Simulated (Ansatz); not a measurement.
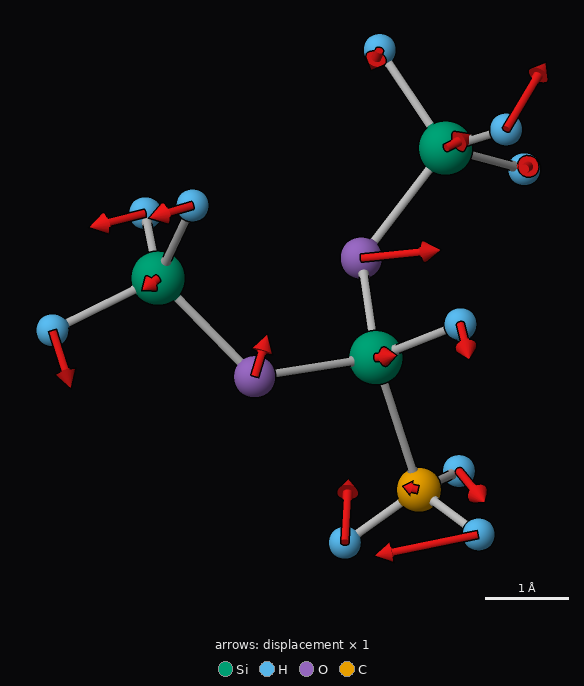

A relaxation of CH₁₀O₂Si₃. The starting structure is drawn; red arrows show the displacements, at their true length. The two geometries are superimposed by the best rigid fit.

Style: ball-and-stick. Shown at a tilt.

The run prepares the start of a later molecular dynamics calculation, from a guessed geometry.

These are results of Ansatz, RKS BHLYP/6-31G, not measurements. Settings: no spin polarisation; force threshold 0.02 eV/Å; at most 40 steps.

Q: Describe the change and its energy.

A: After 12 accepted moves (14 points after the start) the energy has fallen by 76.9 kJ/mol. Largest force component: 2 eV/Å at the start, 0.016 eV/Å at the end. The line search rejected the trial steps at points 8, 11 of the run. The atom that moves furthest after the best rigid fit is an H atom (1.31 Å). Largest moves by element: H 1.31 Å, O 1.07 Å, Si 0.45 Å, C 0.21 Å. Near-neighbour distances that change, for instance: Si–Si 2.980 → 3.337 Å, H–Si 1.460 → 1.491 Å, C–H 1.110 → 1.087 Å, C–Si 1.869 → 1.879 Å. Among the angles between lasting bonds that change: Si–O–Si 125.0° → 172.1°, H–Si–C 109.5° → 113.0°. Groups turn about C–Si by about 35°.

Limits of the set-up: the basis has no polarisation functions, which atoms past neon need.
